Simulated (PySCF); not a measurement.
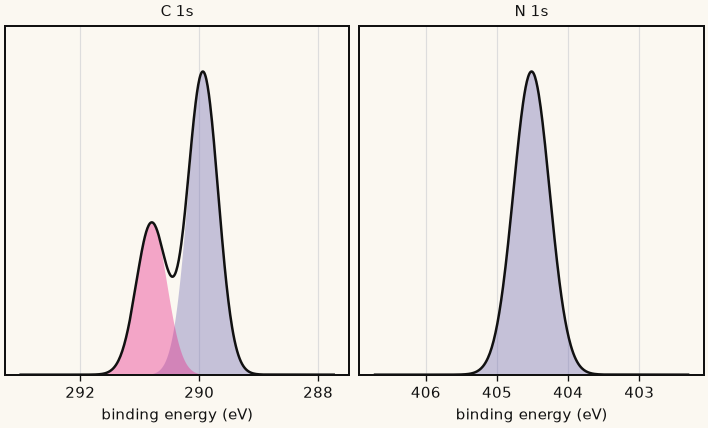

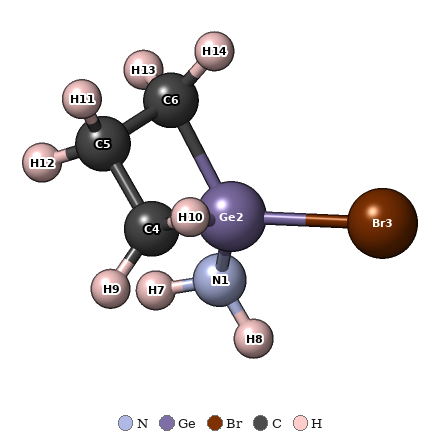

Simulated XPS of C₃H₈BrGeN, SMILES [NH2][Ge]1([Br])[CH2]C[CH2]1, singlet. Vertical core-electron binding energies by ΔSCF (SCAN, pcX-2 on the ionised atom, pcseg-1 elsewhere, spin-free X2C; PySCF, at a PBE0-D3(BJ)/def2-SVP geometry (no frequency check)), gas phase, against the vacuum level. One atom of each kind was ionised; within a panel, areas follow the number of like atoms, each panel is scaled alone, Gaussians of 0.6 eV full width. Only the regions named are shown.

Question: Assign the components.

Answer:
```csv
level,atoms,binding energy (eV)
C 1s,C5,290.8
C 1s,"C4, C6",289.9
N 1s,N1,404.5
```

Question: How large is the chemical shift across the C 1s region?

Answer: 0.9 eV, from C4, C6 at 289.9 eV to C5 at 290.8 eV.

Caveats: one conformer of a flexible molecule.
